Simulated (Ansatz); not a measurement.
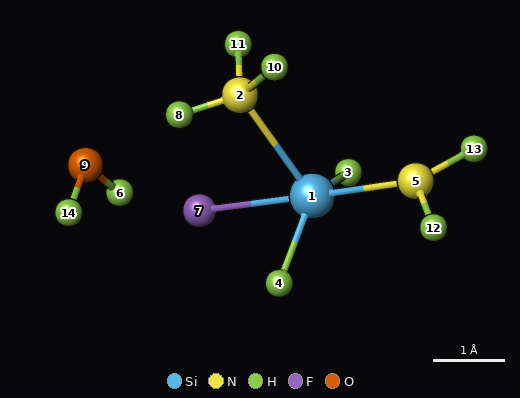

This is the input geometry for a relaxation of SiN₂H₉OF (started from a transition state, displaced along its imaginary mode). A ball-and-stick model, seen at a tilt.

The calculation used RKS PBE0-D4/def2-TZVP (Ansatz).

Input
```yaml
crystal:
  periodic: [false, false, false]
  atoms:
    - {symbol: Si, position_ang: [-0.274769, -0.443937, -0.785179]}
    - {symbol: N, position_ang: [0.403520, -0.219457, 0.978764]}
    - {symbol: H, position_ang: [0.540507, -1.409496, -1.536188]}
    - {symbol: H, position_ang: [-1.005766, 0.785762, -1.145099]}
    - {symbol: N, position_ang: [-1.687798, -1.451218, -0.413421]}
    - {symbol: H, position_ang: [1.348261, 1.656745, -0.089143]}
    - {symbol: F, position_ang: [1.292280, 0.634460, -1.187430]}
    - {symbol: H, position_ang: [0.684136, 0.643883, 1.080088]}
    - {symbol: O, position_ang: [1.335046, 2.005144, 0.726213]}
    - {symbol: H, position_ang: [-0.268967, -0.601727, 1.643122]}
    - {symbol: H, position_ang: [1.250318, -0.801081, 1.039206]}
    - {symbol: H, position_ang: [-2.625428, -1.088940, -0.503269]}
    - {symbol: H, position_ang: [-1.701991, -2.455524, -0.530290]}
    - {symbol: H, position_ang: [0.710652, 2.745388, 0.722627]}
basis:
  gaussian: {orbitals: def2-TZVP}
hamiltonian: {xc: pbe0, dispersion: d4}
relax: {f_tol: 0.005, max_steps: 200}
```

Run as
```bash
ansatz run in.yaml --threads 8 --pin off --events-out ev --progress --plain --max-ram 19148MiB
```

Question: Where does the relaxation end?

Answer: The atom that moves furthest after the best rigid fit is H14 (0.37 Å). By element the largest moves are H 0.37 Å, O 0.26 Å, F 0.18 Å, N 0.17 Å, Si 0.09 Å. Among the contacts that change: Si1–F7 1.944 → 1.744 Å, N2–H8 0.913 → 1.032 Å, H6–O9 0.887 → 0.976 Å, Si1–N2 1.903 → 1.930 Å. Bond angles that change, for instance: H3–Si1–F7 79.1° → 87.6°, N2–Si1–N5 99.0° → 91.9°, H8–N2–H10 119.0° → 112.2°. Over 14 geometry steps the energy falls by 119.6 kJ/mol. Largest force component: 8.8 eV/Å at the start, 0.0038 eV/Å at the end. Cost: 31 s on 8 threads of Arm Neoverse V2 (shared host).

History of the run:

```tsv
step	E − E(0), kJ/mol	largest force component, eV/Å
0	0.00	8.7598
1	-100.83	1.6003
2	-111.61	0.7203
3	-116.65	0.2697
4	-118.25	0.3469
5	-119.25	0.1461
6	-119.44	0.1018
7	-119.54	0.0289
8	-119.55	0.0147
9	-119.56	0.0128
10	-119.57	0.0137
11	-119.57	0.0110
12	-119.57	0.0103
13	-119.57	0.0081
14	-119.58	0.0038
```

The structure at the end:

```xyz
14

Si   -0.2185   -0.4733   -0.8533
N     0.3986   -0.3864    0.9732
H     0.4412   -1.6011   -1.5746
H    -1.0290    0.7434   -1.1657
N    -1.6423   -1.4369   -0.3876
H     1.3969    1.8718   -0.1017
F     1.2085    0.4741   -1.1834
H     0.5823    0.5964    1.2296
O     1.3094    2.2613    0.7889
H    -0.3058   -0.8117    1.5669
H     1.2766   -0.8880    1.0726
H    -2.5603   -1.0221   -0.4105
H    -1.6930   -2.4142   -0.6280
H     0.8353    3.0868    0.6734
```

The end point in the same view:

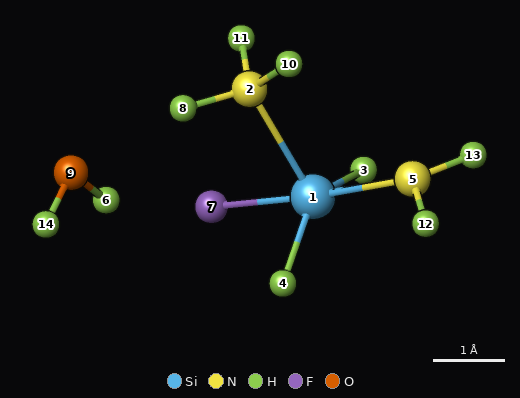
